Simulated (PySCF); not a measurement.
# C2H10N2Si (SMILES CN[SiH2]NC): levels of theory compared

We compute a comparison of 6 runs (HF/STO-3G, HF/def2-SVP, B3LYP/6-31G*, B3LYP/pcseg-1, PBE0/def2-SVP) of C2H10N2Si. 

The calculation is run with PySCF 2.14.0.

**1. The system as given**

C2H10N2Si has 15 atoms, charge 0, and is taken as a singlet. As SMILES, `CN[SiH2]NC`. The coordinates come from a PBE0-D4/def2-TZVP relaxation. This is one conformer, not always the lowest.

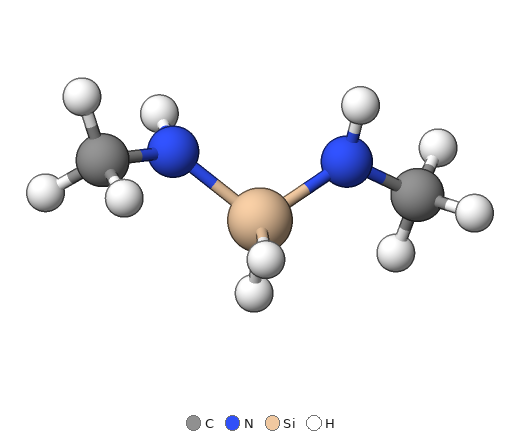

Viewed from a chosen angle; carbon grey, nitrogen blue, silicon light orange, hydrogen white.

**2. Energy and gradient at HF/STO-3G (run 1)**

File calc.py:

```python
import pyscf.grad
from pyscf import gto, scf

mol = gto.M(
    atom='''
C     -0.922186     0.185004    -5.067679
N     -1.337170    -0.134549    -2.388047
Si     0.662727     0.839227    -0.043275
N      0.319175    -1.167662     2.466848
C      0.673120    -0.506636     5.092245
H     -1.870451     1.852687    -5.855694
H     -1.561103    -1.470963    -6.131405
H      1.099254     0.401378    -5.425971
H     -3.153197    -0.471676    -1.922796
H      3.178519     0.923698    -1.327533
H      0.216563     3.386956     1.095096
H      0.398921    -3.039624     2.124241
H      0.421787     1.528977     5.325248
H     -0.724899    -1.440538     6.298835
H      2.557555    -0.982658     5.815443
''',
    spin=0,
    max_memory=1860,
    basis='sto-3g',
    unit='bohr',
    verbose=4,
)

mf = scf.RHF(mol)
mf.conv_tol = 1e-10
mf.kernel()
if not mf.converged:
    mf = mf.newton().run(mf.mo_coeff, mf.mo_occ)

etot = mf.e_tot
print('E(%s) = %.9f' % ('HF', etot))
grad = mf.Gradients().kernel()
mf.analyze()
```

The run is started by

```
$ OMP_NUM_THREADS=1 python calc.py
```

The log of the run:

```text
PySCF version 2.14.0

[... 83 lines left out ...]
One-electron Energy =                -1138.299073852357424
[... 7 lines left out ...]
MO #3   energy= -15.2355485660766  occ= 2
[... 5 lines left out ...]
MO #9   energy= -4.01913959897835  occ= 2
[... 5 lines left out ...]
MO #15  energy= -0.599378891915824 occ= 2
[... 5 lines left out ...]
MO #21  energy= -0.436275731884899 occ= 2
[... 5 lines left out ...]
MO #27  energy= 0.51017098636656   occ= 0
[... 5 lines left out ...]
MO #33  energy= 0.716480029649788  occ= 0
[... 5 lines left out ...]
MO #39  energy= 0.851661155141512  occ= 0
[... 57 lines left out ...]
Dipole moment(X, Y, Z, Debye): -0.01915, -0.02375,  0.00147
```

It took 3.9 s on 1 thread of Intel Xeon at 2.70GHz, shared host; peak memory 0.12 GiB.

**3. Energy and forces at HF/def2-SVP (run 2)**

File start.xyz:

```xyz
15

C     -0.488000     0.097900    -2.681700
N     -0.707600    -0.071200    -1.263700
Si     0.350700     0.444100    -0.022900
N      0.168900    -0.617900     1.305400
C      0.356200    -0.268100     2.694700
H     -0.989800     0.980400    -3.098700
H     -0.826100    -0.778400    -3.244600
H      0.581700     0.212400    -2.871300
H     -1.668600    -0.249600    -1.017500
H      1.682000     0.488800    -0.702500
H      0.114600     1.792300     0.579500
H      0.211100    -1.608500     1.124100
H      0.223200     0.809100     2.818000
H     -0.383600    -0.762300     3.333200
H      1.353400    -0.520000     3.077400
```

File input.py:

```python
# CN[SiH2]NC
import pyscf.grad
from pyscf import gto

mol = gto.Mole()
mol.atom = 'start.xyz'
mol.spin = 0
mol.verbose = 4
mol.max_memory = 1860
mol.basis = 'def2-svp'
mol.charge = 0
mol.build()

mf = mol.RHF()
mf.conv_tol = 1e-10
mf.kernel()
if not mf.converged:
    mf = mf.newton().run(mf.mo_coeff, mf.mo_occ)

e_tot = mf.e_tot
print('E = %.10f Eh' % e_tot)
grad = mf.Gradients().kernel()
dip = mf.dip_moment()
pop, q = mf.mulliken_pop()
```

The run is started by

```
$ OMP_NUM_THREADS=1 python input.py
```

The log of the run:

```text
PySCF version 2.14.0

[... 69 lines left out ...]
converged SCF energy = -479.19248482156
[... 12 lines left out ...]
Dipole moment(X, Y, Z, Debye): -0.66722, -0.84795,  0.04710
[... 140 lines left out ...]
charge of   14H =      0.01690
```

It took 28 s on 1 thread of Intel Xeon at 2.70GHz, shared host; peak memory 0.34 GiB.

Runs 3 to 4 aren't shown in full; the table further down has their settings and results.

**4. Energy and forces at B3LYP/pcseg-1 (run 5)**

File job.py:

```python
from pyscf import gto, dft

mol = gto.Mole()
mol.atom = [
    ('C', (-0.488000, 0.097900, -2.681700)),
    ('N', (-0.707600, -0.071200, -1.263700)),
    ('Si', (0.350700, 0.444100, -0.022900)),
    ('N', (0.168900, -0.617900, 1.305400)),
    ('C', (0.356200, -0.268100, 2.694700)),
    ('H', (-0.989800, 0.980400, -3.098700)),
    ('H', (-0.826100, -0.778400, -3.244600)),
    ('H', (0.581700, 0.212400, -2.871300)),
    ('H', (-1.668600, -0.249600, -1.017500)),
    ('H', (1.682000, 0.488800, -0.702500)),
    ('H', (0.114600, 1.792300, 0.579500)),
    ('H', (0.211100, -1.608500, 1.124100)),
    ('H', (0.223200, 0.809100, 2.818000)),
    ('H', (-0.383600, -0.762300, 3.333200)),
    ('H', (1.353400, -0.520000, 3.077400)),
]
mol.verbose = 3
mol.max_memory = 1860
mol.charge = 0
mol.basis = 'pcseg-1'
mol.spin = 0
mol.build()

mf = dft.RKS(mol, xc='b3lyp')
mf.grids.level = 5
mf.conv_tol = 1e-10
mf.kernel()
if not mf.converged:
    mf = mf.newton().run(mf.mo_coeff, mf.mo_occ)

etot = mf.e_tot
print('Final energy', etot)
grad = mf.nuc_grad_method().kernel()
mf.analyze()
```

The run is started by

```
$ OMP_NUM_THREADS=1 python job.py
```

The log of the run:

```text
converged SCF energy = -481.236945115093
[... 13 lines left out ...]
MO #4   energy= -10.1963193233275  occ= 2
[... 14 lines left out ...]
MO #19  energy= -0.412930422869892 occ= 2
[... 14 lines left out ...]
MO #34  energy= 0.128093661780153  occ= 0
[... 14 lines left out ...]
MO #49  energy= 0.510223285594843  occ= 0
[... 14 lines left out ...]
MO #64  energy= 0.830124834017077  occ= 0
[... 14 lines left out ...]
MO #79  energy= 1.68437683876908   occ= 0
[... 14 lines left out ...]
MO #94  energy= 2.03994586814548   occ= 0
[... 14 lines left out ...]
MO #109 energy= 2.59414253632015   occ= 0
[... 14 lines left out ...]
MO #124 energy= 3.37480707277844   occ= 0
[... 16 lines left out ...]
Dipole moment(X, Y, Z, Debye): -0.65377, -0.83083,  0.04614
```

It took 1.9 min on 1 thread of Intel Xeon at 2.70GHz, shared host; peak memory 1.3 GiB.

**5. Energy and forces at PBE0/def2-SVP (run 6)**

File mol.xyz:

```xyz
15

C     -0.488000     0.097900    -2.681700
N     -0.707600    -0.071200    -1.263700
Si     0.350700     0.444100    -0.022900
N      0.168900    -0.617900     1.305400
C      0.356200    -0.268100     2.694700
H     -0.989800     0.980400    -3.098700
H     -0.826100    -0.778400    -3.244600
H      0.581700     0.212400    -2.871300
H     -1.668600    -0.249600    -1.017500
H      1.682000     0.488800    -0.702500
H      0.114600     1.792300     0.579500
H      0.211100    -1.608500     1.124100
H      0.223200     0.809100     2.818000
H     -0.383600    -0.762300     3.333200
H      1.353400    -0.520000     3.077400
```

File input.py:

```python
# CN[SiH2]NC
import pyscf.grad
from pyscf import gto, dft

mol = gto.M(
    atom='mol.xyz',
    basis='def2-svp',
    spin=0,
    verbose=3,
    max_memory=1860,
)

mf = dft.RKS(mol, xc='pbe0')
mf.grids.level = 5
mf.conv_tol = 1e-10
mf.kernel()
if not mf.converged:
    mf = mf.newton().run(mf.mo_coeff, mf.mo_occ)

etot = mf.e_tot
print('E = %.10f Eh' % etot)
grad = mf.Gradients().kernel()
mf.analyze()
```

The run is started by

```
$ OMP_NUM_THREADS=1 python input.py
```

The log of the run:

```text
converged SCF energy = -480.67310844832
[... 13 lines left out ...]
MO #4   energy= -10.2504471096315  occ= 2
[... 14 lines left out ...]
MO #19  energy= -0.420972341720752 occ= 2
[... 14 lines left out ...]
MO #34  energy= 0.162350481023789  occ= 0
[... 14 lines left out ...]
MO #49  energy= 0.563345110087582  occ= 0
[... 14 lines left out ...]
MO #64  energy= 0.840704203321699  occ= 0
[... 14 lines left out ...]
MO #79  energy= 1.5094738186815    occ= 0
[... 14 lines left out ...]
MO #94  energy= 1.87120720811746   occ= 0
[... 14 lines left out ...]
MO #109 energy= 2.56033393278413   occ= 0
[... 14 lines left out ...]
MO #124 energy= 3.34650788175065   occ= 0
[... 16 lines left out ...]
Dipole moment(X, Y, Z, Debye): -0.76508, -0.97253,  0.05400
```

It took 87 s on 1 thread of Intel Xeon at 2.70GHz, shared host; peak memory 1.3 GiB.

**6. All runs side by side**

| run | level | integration grid | Cartesian functions | energy (Eh) | dipole moment (D) | HOMO energy (eV) | LUMO energy (eV) | wall time |
| --- | --- | --- | --- | --- | --- | --- | --- | --- |
| 1 | HF/STO-3G | – | no | -473.738450 | 0.03 | -7.53 | 13.52 | 3.9 s |
| 2 | HF/def2-SVP | – | no | -479.192485 | 1.08 | -9.86 | 4.82 | 28 s |
| 3 | B3LYP/6-31G* (spherical functions) | 5 | no | -481.251657 | 1.19 | -6.08 | 1.51 | 78 s |
| 4 | B3LYP/6-31G* (Cartesian functions) | 5 | yes | -481.256880 | 1.18 | -6.08 | 1.49 | 84 s |
| 5 | B3LYP/pcseg-1 | 5 | no | -481.236945 | 1.06 | -6.30 | 0.96 | 1.9 min |
| 6 | PBE0/def2-SVP | 5 | no | -480.673108 | 1.24 | -6.42 | 1.67 | 87 s |

**7. What came out**

| quantity | value |
| --- | --- |
| run 6: total energy | -480.67311 Eh |
| run 6: dipole moment | 1.24 D |
| run 6: HOMO energy | -6.42 eV |
| run 6: LUMO energy | 1.67 eV |
| run 6: HOMO–LUMO gap | 8.09 eV |
| run 6: largest force on an atom | 0.484 eV/Å |

What this shows: The dipole moment (its size) runs from 0.03 D (HF/STO-3G) to 1.24 D (PBE0/def2-SVP). The two ends differ in method and basis. The HOMO–LUMO gap runs from 7.26 eV (B3LYP/pcseg-1) to 21.05 eV (HF/STO-3G). Totals of different functionals can't be ranked against each other. In run 1 the basis is minimal, so the values are rough. All runs together took 6.6 min, the longest 1.9 min.
